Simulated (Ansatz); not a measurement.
# Calculations on C2H4FNO

Part 1: Relaxation

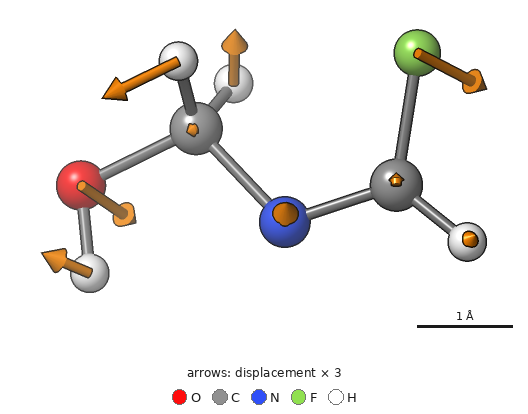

This is a relaxation of C$_{2}$H$_{4}$FNO. The starting structure is drawn; orange arrows show the displacements, magnified 3 times. The two geometries are superimposed by the best rigid fit.

The picture is a ball-and-stick view, seen at a tilt.

The run prepares an end point of a later path (hydrogen shift) calculation, from a guessed geometry.

The calculation used RKS BHLYP-D4/6-31G* (Ansatz 0.2.0). Set-up: no spin polarisation; force threshold 0.02 eV/Å; at most 50 steps.

Q: What did the optimiser do to the structure, and how much energy did it gain?

A: After 17 accepted moves (19 points after the start) the energy has fallen by 9.85 kcal/mol. Largest force component: 5 eV/Å at the start, 0.0035 eV/Å at the end. The line search rejected the trial steps at points 3, 10 of the run. The atom that moves furthest after the best rigid fit is the F atom (0.36 Å). By element the largest moves are F 0.36 Å, O 0.34 Å, H 0.31 Å, N 0.14 Å, C 0.05 Å. Some distances before and after: C–F 1.410 → 1.338 Å, C–H 1.019 → 1.078 Å, C–N 1.276 → 1.236 Å, C–O 1.410 → 1.389 Å. Bond angles that change, for instance: N–C–F 115.3° → 124.3°, F–C–H 119.1° → 111.3°, N–C–H 109.5° → 112.6°. Groups turn about C–O by about 45°, C–N by about 25°. Cost: 53 s on 2 threads of Intel(R) Xeon(R) Platinum 8488C (Sapphire Rapids) (shared host), peak memory 0.19 GiB.

Part 2: Relaxation

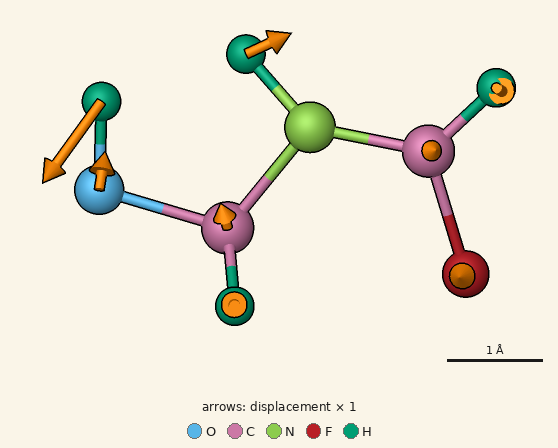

A relaxation of C$_{2}$H$_{4}$FNO. The starting structure is drawn; orange arrows show the displacements, at their true length. The two geometries are superimposed by the best rigid fit.

The picture is a ball-and-stick view, seen face on.

The run prepares an end point of a later path (hydrogen shift) calculation, from a guessed geometry.

Theory: RKS BHLYP-D4/6-31G* in Ansatz. Set-up: no spin polarisation; force threshold 0.02 eV/Å; at most 50 steps.

> Describe the change and its energy.

The energy falls by 202.4 kJ/mol in 15 accepted moves (18 points after the start). Largest force component: 5 eV/Å at the start, 0.011 eV/Å at the end. The line search rejected the trial steps at points 9, 12, 14 of the run. The largest move after the best rigid fit is that of an H atom, 1.09 Å. Largest moves by element: H 1.09 Å, F 0.53 Å, O 0.45 Å, C 0.33 Å, N 0.07 Å. Near-neighbour distances that change, for instance: C–N 1.436 → 1.298 Å, C–N 1.276 → 1.368 Å, C–H 1.019 → 1.083 Å, C–O 1.410 → 1.357 Å. Bond angles that change, for instance: C–N–H 142.6° → 114.6°, C–N–H 95.8° → 114.5°, O–C–H 105.8° → 121.6°.

Part 3: Path

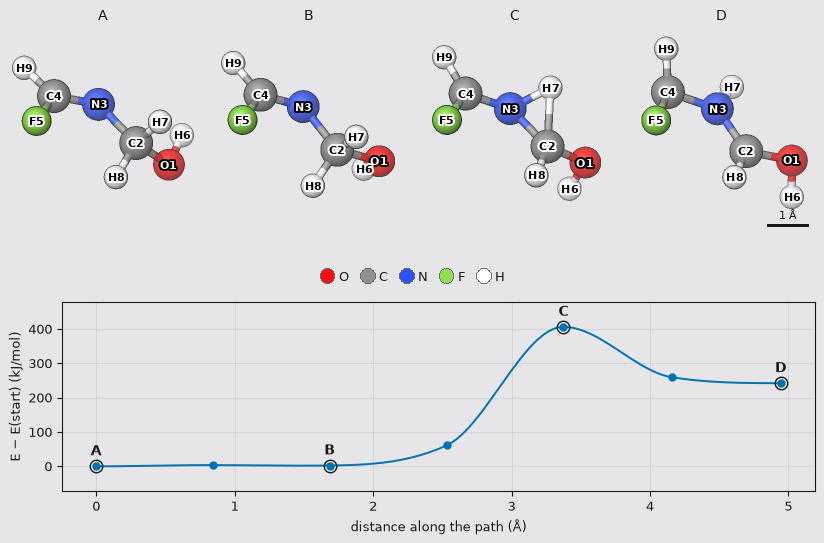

NEB run on C2H4FNO. Images are numbered from 0 (start) to 6 (end). Frames A to D are images 0, 2, 4, 6. The picture is a ball-and-stick view, seen from a free direction.

The calculation used Ansatz, RKS BHLYP-D4/6-31G*. Set-up: 5 movable images; climbing image; force threshold 0.05 eV/Å; iteration limit 60; starting path through a guess of the saddle point.

Question: Describe the mechanism and the energy profile.

Answer: The path has more than one stage, and so few images may leave a stage unresolved. Breaking: C2–H7 (1.09 → 1.48 at the top → 1.95 Å). Forming: N3–H7 (2.06 → 1.13 at the top → 1.01 Å). Forward barrier 406.2 kJ/mol, backward barrier 164.1 kJ/mol, with image 4 at the top; the reaction energy is +242.1 kJ/mol. The band converged in 23 iterations. The largest component of the band force went from 27 to 0.03 eV/Å. The climbing image converged on the top of the path. Its vibrational analysis gives one imaginary mode (1728i cm⁻¹), as a transition state must have.
